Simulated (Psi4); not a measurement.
**SnNH2F (SMILES [NH2][Sn][F]): BHLYP/def2-SVP (core potential)**

What is the energy change on altering one bond length of SnNH2F at BHLYP/def2-SVP (core potential)? 

Program for the calculation: Psi4 1.11.

4 further runs of the same task are left out: 4 that didn't finish.

### Step 1. Starting point

SnNH2F: 5 atoms, total charge 0, spin state singlet. As SMILES, `[NH2][Sn][F]`. Geometry: relaxed at PBE0-D4/def2-TZVP. This is one conformer, not always the lowest.

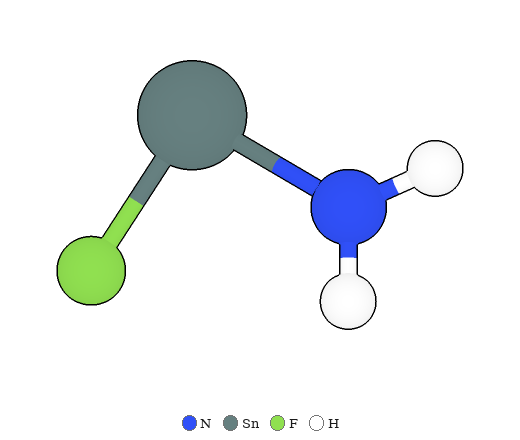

The structure, seen from a chosen angle (nitrogen blue, tin teal, fluorine green, hydrogen white).

### Step 2. The energy at BHLYP/def2-SVP (core potential)

Contents of job.json:

```json
{
  "schema_name": "qcschema_input",
  "schema_version": 1,
  "molecule": {
    "schema_name": "qcschema_molecule",
    "schema_version": 2,
    "symbols": ["N", "Sn", "F", "H", "H"],
    "geometry": [-0.57239804, 0.93635929, -0.74322928, 0.64042818, -0.10147829, 2.68945822, 1.82717619, -3.35596462, 1.42542042, -1.41124747, 2.58760198, -1.18882671, -0.38966153, -0.20579117, -2.26124628],
    "molecular_charge": 0,
    "molecular_multiplicity": 1,
    "fix_symmetry": "c1"
  },
  "driver": "energy",
  "model": {
    "method": "bhhlyp",
    "basis": "def2-SVP"
  },
  "keywords": {
    "puream": true,
    "e_convergence": 1e-09,
    "d_convergence": 1e-08,
    "scf_type": "pk",
    "dft_radial_points": 99,
    "dft_spherical_points": 590,
    "scf_properties": ["MULLIKEN_CHARGES", "QUADRUPOLE", "WIBERG_LOWDIN_INDICES"]
  }
}
```

Run with:

```
$ psi4 --qcschema job.json -n 1 --memory 1600MB
```

stdout:

```text
[...]
    !!!  WARNING: ECP capability is in beta. Please check occupations closely.  !!!
[...]
  Running in c1 symmetry.
[...]
  Nuclear repulsion =  125.308125082979871
[...]
  Multiplicity = 1
[...]
  Nalpha       = 20
  Nbeta        = 20
[...]
    Number of basis functions: 64
[...]
   @RKS iter   1:  -369.57505421091327   -1.72169e+00   1.30744e-02 ADIIS/DIIS
[...]
   @RKS iter  11:  -369.87914361196522   -2.29079e-11   9.19444e-09 DIIS
[...]
    Orbital Energies [Eh]
    ---------------------
    Doubly Occupied:
       1A    -25.212952     2A    -14.784829     3A     -5.398250
       4A     -3.685847     5A     -3.681032     6A     -3.676151
       7A     -1.231129     8A     -1.150835     9A     -1.147568
      10A     -1.142829    11A     -1.138446    12A     -1.124713
      13A     -0.922440    14A     -0.556899    15A     -0.545822
      16A     -0.449951    17A     -0.433421    18A     -0.424610
      19A     -0.317853    20A     -0.312723
[...]
  @RKS Final Energy:  -369.87914361196522
   => Energetics <=
    Nuclear Repulsion Energy =            125.3081250829798705
    One-Electron Energy =                -842.2531681273728736
    Two-Electron Energy =                 365.9260094976630739
    DFT Exchange-Correlation Energy =     -18.8601100652352507
    Empirical Dispersion Energy =           0.0000000000000000
    VV10 Nonlocal Energy =                  0.0000000000000000
    Total Energy =                       -369.8791436119652190
[...]
 Multipole Moments:
 ------------------------------------------------------------------------------------
     Multipole            Electronic (a.u.)      Nuclear  (a.u.)        Total (a.u.)
 ------------------------------------------------------------------------------------
 L = 1.  Multiply by 2.5417464519 to convert [e a0] to [Debye]
 Dipole X            :          1.0587170           -1.5252481           -0.4665310
 Dipole Y            :          8.9824617           -7.9012869            1.0811748
 Dipole Z            :         23.4130451          -23.3249492            0.0880959
 Magnitude           :                                                    1.1808265
 L = 2.  Multiply by 1.3450342976 to convert [e a0^2] to [Debye ang]
 Quadrupole XX       :        -53.4954208           28.2807481          -25.2146727
 Quadrupole XY       :         50.1656663          -49.1126499            1.0530164
[...]
  Mulliken Charges: (a.u.)
   Center  Symbol    Alpha    Beta     Spin     Total
       1     N     3.75516  3.75516  0.00000 -0.51032
       2    SN    10.61262 10.61262  0.00000  0.77477
       3     F     4.76459  4.76459  0.00000 -0.52919
       4     H     0.43644  0.43644  0.00000  0.12712
       5     H     0.43119  0.43119  0.00000  0.13762
   Total alpha = 20.00000, Total beta = 20.00000, Total charge = -0.00000
  Wiberg Bond Indices using Orthogonal Lowdin Orbitals:
[...]
```

The result, in JSON:

```text
{
 "driver": "energy",
 "model": {
  "method": "bhhlyp",
  "basis": "def2-SVP"
 },
 "success": true,
 "return_result": -369.8791436119652,
 "properties": {
  "calcinfo_nbasis": 64,
  "calcinfo_nmo": 64,
  "calcinfo_nalpha": 20,
  "calcinfo_nbeta": 20,
  "calcinfo_natom": 5,
  "nuclear_repulsion_energy": 125.30812508297987,
  "return_energy": -369.8791436119652,
  "scf_one_electron_energy": -842.2531681273729,
  "scf_two_electron_energy": 365.9260094976631,
  "scf_xc_energy": -18.86011006523525,
  "scf_dipole_moment": [-0.46653100397793046, 1.0811748440220805, 0.08809592041926351],
  "scf_total_energy": -369.8791436119652,
  "scf_iterations": 11
 }
}
```

It took 8.4 s on 1 thread of Intel Xeon Platinum 8259CL at 2.50GHz (Skylake/Cascade Lake), shared host; peak memory 0.68 GiB.

### Step 3. The distorted shape: energy and forces at BHLYP/def2-SVP (core potential)

Contents of fh2nsn.xyz:

```xyz
5
FH2NSn
N      0.052220    -0.203541    -0.204660
Sn     0.694020    -0.752741     1.611840
F      1.322020    -2.474941     0.942940
H     -0.746800     1.369300    -0.629100
H      0.148920    -0.807941    -1.007960
```

Contents of job.py:

```python
import psi4

psi4.set_memory('1600 MB')
psi4.set_num_threads(1)
psi4.core.set_output_file('output.dat', False)

with open('fh2nsn.xyz') as f:
    atoms = ''.join(f.readlines()[2:])
mol = psi4.geometry('0 1\n' + atoms + 'symmetry c1')

options = {'basis': 'def2-SVP', 'puream': True, 'e_convergence': 1e-09, 'd_convergence': 1e-08, 'scf_type': 'pk', 'dft_radial_points': 99, 'dft_spherical_points': 590}
psi4.set_options(options)

e_tot, wfn = psi4.gradient('BHHLYP', return_wfn=True)
psi4.oeprop(wfn, 'LOWDIN_CHARGES', 'WIBERG_LOWDIN_INDICES', 'QUADRUPOLE')
print('gradient / Eh bohr^-1')
print(e_tot.np.round(6))
print(f'energy = {wfn.energy():.10f} Eh')
```

Run with:

```
$ python job.py
```

output.dat (excerpt; [...] marks lines left out):

```text
[...]
    !!!  WARNING: ECP capability is in beta. Please check occupations closely.  !!!
[...]
  Running in c1 symmetry.
[...]
  Nuclear repulsion =  122.509551932472405
[...]
  Multiplicity = 1
[...]
  Nalpha       = 20
  Nbeta        = 20
[...]
    Number of basis functions: 64
[...]
   @RKS iter   1:  -369.29757816827555   -1.70735e+00   1.40850e-02 ADIIS/DIIS
[...]
   @RKS iter  13:  -369.72516904545091   -3.06954e-12   5.72212e-09 DIIS
[...]
  @RKS Final Energy:  -369.72516904545091
   => Energetics <=
    Nuclear Repulsion Energy =            122.5095519324724052
    One-Electron Energy =                -836.5208073341732415
    Two-Electron Energy =                 363.0496831142003202
    DFT Exchange-Correlation Energy =     -18.7635967579504062
    Empirical Dispersion Energy =           0.0000000000000000
    VV10 Nonlocal Energy =                  0.0000000000000000
    Total Energy =                       -369.7251690454509117
[...]
  -Total Gradient:
     Atom            X                  Y                   Z
    ------   -----------------  -----------------  -----------------
       1        0.037096171574    -0.075217210127     0.015181878989
       2        0.000211043155    -0.005267846835    -0.009911984447
       3       -0.000138544643     0.001484382376     0.002431103305
       4       -0.042559055941     0.085071035771    -0.019934910844
       5        0.005412830463    -0.006149781270     0.012173298810
[...]
 Multipole Moments:
 ------------------------------------------------------------------------------------
     Multipole            Electronic (a.u.)      Nuclear  (a.u.)        Total (a.u.)
 ------------------------------------------------------------------------------------
 L = 1.  Multiply by 2.5417464519 to convert [e a0] to [Debye]
 Dipole X            :          1.6159559           -2.0216998           -0.4057439
 Dipole Y            :          7.9298567           -6.9240395            1.0058172
 Dipole Z            :         23.8006452          -23.5886647            0.2119804
 Magnitude           :                                                    1.1050937
 L = 2.  Multiply by 1.3450342976 to convert [e a0^2] to [Debye ang]
 Quadrupole XX       :        -57.0687870           31.4876441          -25.5811429
 Quadrupole XY       :         55.4882242          -54.7398887            0.7483355
[...]
```

Standard output:

```text
gradient / Eh bohr^-1
[[ 0.037096 -0.075217  0.015182]
 [ 0.000211 -0.005268 -0.009912]
 [-0.000139  0.001484  0.002431]
 [-0.042559  0.085071 -0.019935]
 [ 0.005413 -0.00615   0.012173]]
energy = -369.7251690455 Eh
```

It took 13 s on 1 thread of Intel Xeon Platinum 8259CL at 2.50GHz (Skylake/Cascade Lake), shared host; peak memory 0.67 GiB.

### Step 4. Summary of results

At BHLYP/def2-SVP (core potential):

```
                                                         quantity          value
                                        first shape: total energy  -369.87914 Eh
                                       first shape: dipole moment         3.00 D
                                         first shape: HOMO energy       -8.51 eV
                                         first shape: LUMO energy       -0.96 eV
                                       first shape: HOMO–LUMO gap        7.55 eV
                                    distorted shape: total energy  -369.72517 Eh
                                   distorted shape: dipole moment         2.81 D
                                     distorted shape: HOMO energy       -8.59 eV
                                     distorted shape: LUMO energy       -1.78 eV
                                   distorted shape: HOMO–LUMO gap        6.82 eV
                        distorted shape: largest force on an atom     4.998 eV/Å
energy change with the N1–H4 bond stretched from 1.008 to 1.815 Å       4.190 eV
```

In words: With the N1–H4 bond stretched from 1.008 to 1.815 Å the energy rises by 4.19 eV (404 kJ/mol). The first shape isn't relaxed at this level, so the change isn't measured from a minimum. A restricted reference can't describe the breaking bond well at this length.
